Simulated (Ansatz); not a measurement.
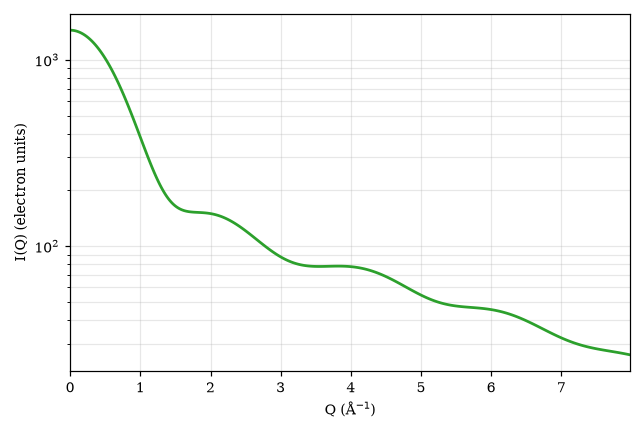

Elastic X-ray scattering of a randomly oriented, rigid molecule, calculated with the Debye equation from neutral-atom form factors (independent atoms, no Compton part, no vibration). The geometry is the end point of an optimisation (Ansatz 0.2.0, RKS BLYP-D4/6-31G*); it may be a saddle point or a higher isomer. It contains C, B, Al, H.

How many electrons does the independent-atom model of the molecule hold?

Answer. I(0) is the square of the electron number: I(0) = 1440, so about 38 electrons, the count of C2H8AlB.

What radius of gyration does the initial fall-off give?

Answer. From I(Q) ≈ I(0) exp(−Q²R²/3) at small Q, R ≈ 2.05 Å. It is larger than the electron-weighted radius of the nuclear positions alone (1.88 Å), because each atom's electron cloud adds to it.
